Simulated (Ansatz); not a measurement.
WH$_{5}$O$_{3}$ClF: several calculations on one system

## 1. Relaxation

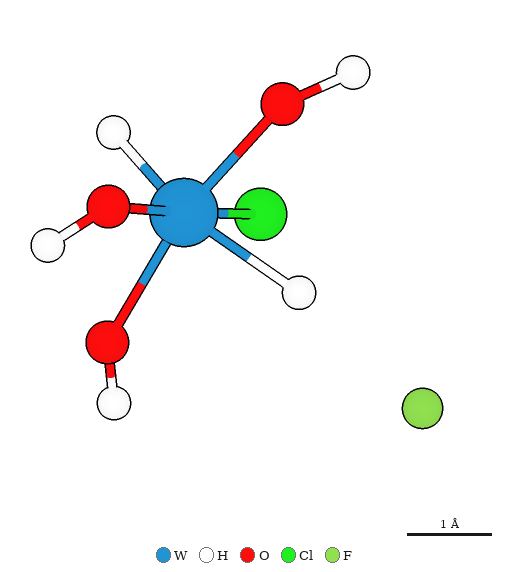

Starting structure of WH5O3ClF (multiplicity 2). Style: ball-and-stick. Shown at a tilt.

The run prepares an end point of a later path (reaction) calculation, from a guessed geometry.

Computed with Ansatz, UHF/def2-SVP.

The input:
```yaml
crystal:
  periodic: [false, false, false]
  atoms:
    - { symbol: W, position_ang: [0.006004, 0.154845, -0.093578] }
    - { symbol: H, position_ang: [0.066949, -0.442466, 1.495756] }
    - { symbol: O, position_ang: [1.834282, 0.03438, -0.025837] }
    - { symbol: H, position_ang: [2.566346, -0.480061, 0.283191] }
    - { symbol: O, position_ang: [0.055724, 1.997732, -0.428549] }
    - { symbol: H, position_ang: [-0.596335, 2.673599, -0.545119] }
    - { symbol: O, position_ang: [-1.821216, 0.290121, 0.221453] }
    - { symbol: H, position_ang: [-2.503841, -0.21404, 0.639707] }
    - { symbol: Cl, position_ang: [-0.233605, -2.360992, 0.062585] }
    - { symbol: H, position_ang: [-0.14467, -0.59975, -1.569818] }
    - { symbol: F, position_ang: [0.136063, -0.30447, 3.61421] }
magnetization:
  spin_polarized: true
  initial_magnetization: 1
basis:
  gaussian: { orbitals: def2-SVP }
hamiltonian:
  xc: hf
relax:
  f_tol: 0.03
  max_steps: 50
output:
  orbitals: {}
```

Command:
```bash
ansatz run input.yaml --threads 4 --pin off --max-ram 5120MiB --backend cpu --events-out ev --progress --plain --runs-dir out
```

**What does the optimiser find from here?**

F11 moves most after the best rigid fit: 0.69 Å. Largest moves by element: F 0.69 Å, H 0.37 Å, Cl 0.16 Å, O 0.15 Å, W 0.03 Å. Among the contacts that change: W1–H2 1.699 → 1.652 Å, W1–Cl9 2.532 → 2.544 Å, W1–O7 1.859 → 1.869 Å, W1–O5 1.874 → 1.883 Å. Among the angles between lasting bonds that change: W1–O3–H4 145.0° → 159.3°, O3–W1–O7 168.1° → 175.3°, W1–O7–H8 138.2° → 131.8°. After 13 geometry steps the energy has fallen by 8.72 kJ/mol. The largest force component goes from 0.8 to 0.026 eV/Å. Cost: 90 s on 4 threads of Intel(R) Xeon(R) 6975P-C (Granite Rapids), on a shared host, peak memory 0.56 GiB.

Final geometry:

```xyz
11

W     0.0188    0.1360   -0.1161
H     0.0762   -0.4443    1.4294
O     1.8389   -0.0318   -0.1612
H     2.6930   -0.4172   -0.0477
O     0.0845    2.0060   -0.3230
H    -0.6289    2.6281   -0.3127
O    -1.8297    0.3248    0.0823
H    -2.5106   -0.3014    0.2843
Cl   -0.3879   -2.3657    0.1026
H    -0.1213   -0.6629   -1.5633
F     0.1326   -0.1228    4.2795
```

The end point in the same view:

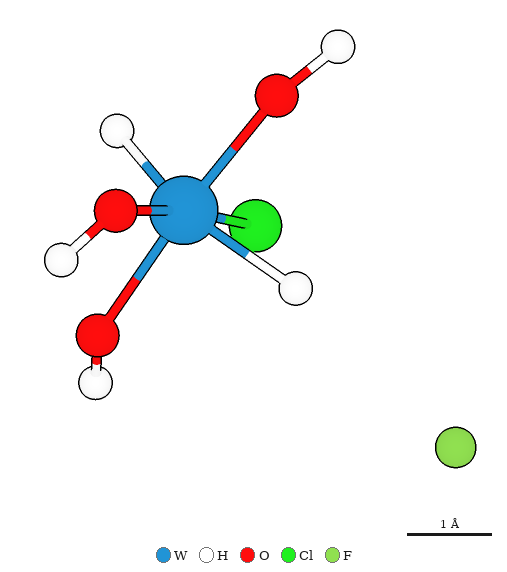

Limits of the set-up: Hartree-Fock leaves out electron correlation.

## 2. Relaxation

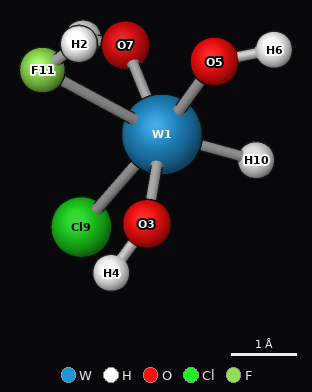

Starting structure of WH₅O₃ClF (multiplicity 2). The picture is a ball-and-stick view, seen from a free direction.

The run prepares an end point of a later path (reaction) calculation, from a guessed geometry.

Computed with Ansatz 0.2.0, UHF/def2-SVP.

Input
```yaml
crystal:
  periodic: [false, false, false]
  atoms:
    - { symbol: W, position_ang: [-0.119237, -0.065588, -0.146524] }
    - { symbol: H, position_ang: [0.275585, 1.152704, 2.474835] }
    - { symbol: O, position_ang: [1.70443, -0.331516, 0.088508] }
    - { symbol: H, position_ang: [2.183345, -1.140132, 0.204514] }
    - { symbol: O, position_ang: [0.002827, 1.803353, 0.281136] }
    - { symbol: H, position_ang: [-0.016864, 2.518746, -0.338098] }
    - { symbol: O, position_ang: [-1.904752, -0.221827, 0.306356] }
    - { symbol: H, position_ang: [-2.478185, -0.934182, 0.548493] }
    - { symbol: Cl, position_ang: [-0.186788, -2.490042, -0.446211] }
    - { symbol: H, position_ang: [-0.214728, 0.217196, -1.792717] }
    - { symbol: F, position_ang: [0.120066, 0.240189, 2.47371] }
magnetization:
  spin_polarized: true
  initial_magnetization: 1
basis:
  gaussian: { orbitals: def2-SVP }
hamiltonian:
  xc: hf
relax:
  f_tol: 0.03
  max_steps: 50
```

Command:
```bash
ansatz run input.yaml --threads 4 --pin off --max-ram 5120MiB --backend cpu --events-out ev --progress --plain --runs-dir out
```

**What does the optimiser find from here?**

H2 moves most after the best rigid fit: 0.31 Å. Largest moves by element: H 0.31 Å, F 0.14 Å, O 0.11 Å, Cl 0.10 Å, W 0.05 Å. Among the contacts that change: W1–F11 2.649 → 2.683 Å, W1–O5 1.921 → 1.934 Å, W1–O3 1.858 → 1.849 Å, H2–F11 0.926 → 0.917 Å. Among the angles between lasting bonds that change: W1–F11–H2 97.5° → 81.3°, Cl9–W1–F11 103.8° → 110.1°, O5–W1–F11 70.2° → 64.5°. After 7 accepted moves (10 points after the start) the energy has fallen by 0.042 eV. The largest force component goes from 0.93 to 0.027 eV/Å. The line search rejected the trial steps at points 1, 6, 7 of the run. The run took 24 s on 4 threads of Intel(R) Xeon(R) 6975P-C (Granite Rapids), with other jobs on the host, peak memory 0.46 GiB.

Final geometry:

```xyz
11

W    -0.1015   -0.1048   -0.1237
H     0.1432    1.2394    2.2060
O     1.7142   -0.3973    0.0648
H     2.2462   -1.1705    0.1870
O     0.0200    1.7595    0.3780
H     0.0110    2.5150   -0.1898
O    -1.8825   -0.2437    0.3472
H    -2.4611   -0.9602    0.5660
Cl   -0.2336   -2.5022   -0.5319
H    -0.2163    0.2405   -1.7562
F     0.1260    0.3732    2.5067
```

After the run, drawn alike:

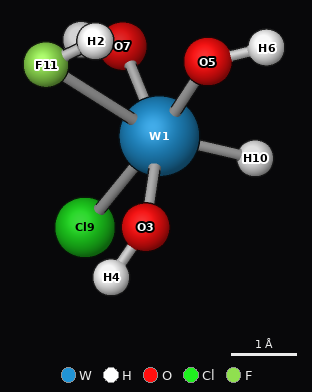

Limits of the set-up: Hartree-Fock leaves out electron correlation.

## 3. Path

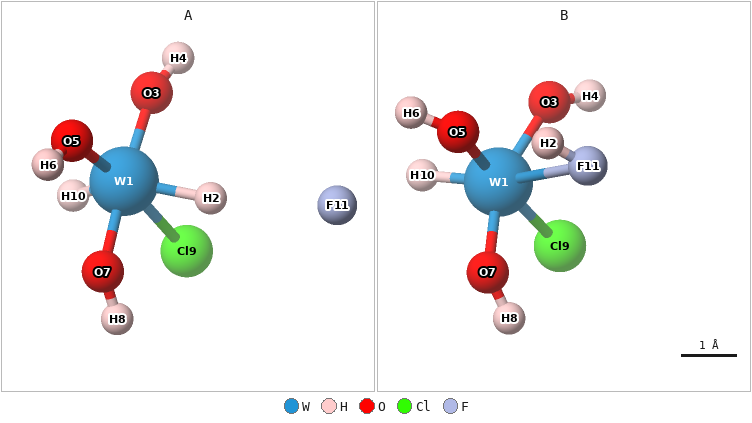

The two relaxed end points of a path for WH5O3ClF (multiplicity 2), made up at the start of WH₅O₃Cl and F. The picture is a ball-and-stick view, seen at a tilt.

Method: UHF/def2-SVP in Ansatz 0.2.0.

Settings: 5 movable images; climbing image; force threshold 0.05 eV/Å; iteration limit 60.

Start:
```xyz
11

W     0.0184    0.1360   -0.1162
H     0.0772   -0.4445    1.4292
O     1.8384   -0.0321   -0.1632
H     2.6926   -0.4177   -0.0506
O     0.0842    2.0061   -0.3228
H    -0.6290    2.6283   -0.3117
O    -1.8299    0.3253    0.0842
H    -2.5108   -0.3009    0.2867
Cl   -0.3886   -2.3656    0.1025
H    -0.1234   -0.6626   -1.5634
F     0.1366   -0.1234    4.2792
```

End:
```xyz
11

W    -0.0940   -0.1063   -0.1238
H     0.0973    1.2461    2.2062
O     1.7297   -0.3374    0.0711
H     2.2871   -1.0923    0.1954
O    -0.0371    1.7612    0.3774
H    -0.0696    2.5158   -0.1907
O    -1.8710   -0.3050    0.3411
H    -2.4259   -1.0405    0.5583
Cl   -0.1440   -2.5070   -0.5313
H    -0.2148    0.2344   -1.7568
F     0.1081    0.3799    2.5071
```

### What barrier does the band find between them, and by what path?

The energy climbs by 16.7 kJ/mol to image 2 and then falls by 425.9 kJ/mol, so the end point sits at −409.1 kJ/mol. A hydrogen atom shifts from one atom to another. Breaking: W1–H2 (1.65 → 1.71 at the top → 2.70 Å). Forming: H2–F11 (2.87 → 1.67 at the top → 0.92 Å). The band converged in 33 iterations, with a climbing image at the top. At the top, the vibrational analysis gives one imaginary mode (624i cm⁻¹), as a transition state must have.

Energies of the converged images:

| image | path (Å) | E (kJ/mol) |
| --- | --- | --- |
| 0 | 0.00 | 0.0 |
| 1 | 1.77 | -2.0 |
| 2 | 3.53 | 16.7 |
| 3 | 4.95 | -394.3 |
| 4 | 6.38 | -393.7 |
| 5 | 7.81 | -398.1 |
| 6 | 9.23 | -409.1 |

The geometry at the top of the path:

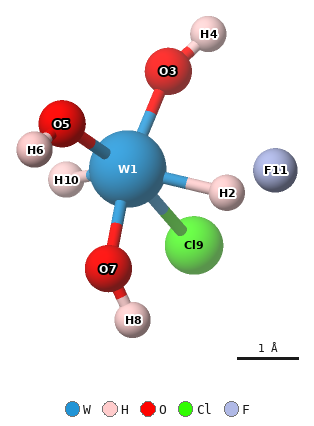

Limits of the set-up: the start holds two separate molecules, 2.9 Å apart at their closest, whose relative position is a soft coordinate and is computed without a dispersion correction; Hartree-Fock leaves out electron correlation.

The run took 6.5 min on 4 threads of Intel(R) Xeon(R) 6975P-C (Granite Rapids), with other jobs on the host, peak memory 0.54 GiB.
